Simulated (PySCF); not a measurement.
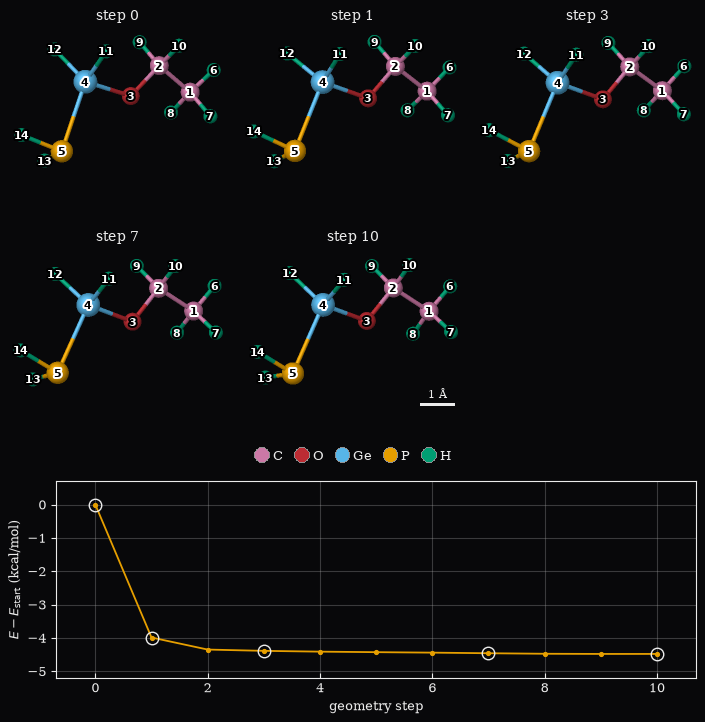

Frames of a relaxation of C2H9GeOP, marked on the history of the run. The picture is a ball-and-stick view, seen from a free direction.

The start comes from GFN2-xTB. Its atoms were then displaced at random by about 0.01 Å.

Level of theory: PySCF 2.14.0, density-fitted response routines, PBE0-D3(BJ)/def2-SVP geometry optimisation, gas phase. 

> What happens along the run?

Over 10 geometry steps the energy falls by 4.48 kcal/mol. The largest move after the best rigid fit is that of H13, 0.45 Å. By element the largest moves are H 0.45 Å, O 0.14 Å, C 0.13 Å, P 0.12 Å, Ge 0.12 Å. Near-neighbour distances that change, for instance: P5–H14 1.372 → 1.431 Å, Ge4–P5 2.257 → 2.312 Å, C2–H9 1.076 → 1.109 Å, P5–H13 1.397 → 1.429 Å. Among the angles between lasting bonds that change: P5–Ge4–H11 117.3° → 110.5°, P5–Ge4–H12 121.7° → 115.1°, H11–Ge4–H12 103.6° → 109.8°. Cost: 100 s on 1 thread of Arm Neoverse V1, on a shared host. From step 0 to 1: H atoms move most (0.18 Å), energy −3.99 kcal/mol. From step 1 to 3: H12 moves most (0.05 Å), energy −0.40 kcal/mol. From step 3 to 7: H13 moves most (0.16 Å), energy −0.07 kcal/mol. From step 7 to 10: H14 moves most (0.10 Å), energy −0.02 kcal/mol.

```csv
step,"E − E(0), kcal/mol"
0,0.00
1,-3.99
2,-4.35
3,-4.39
4,-4.41
5,-4.42
6,-4.44
7,-4.46
8,-4.47
9,-4.48
10,-4.48
```
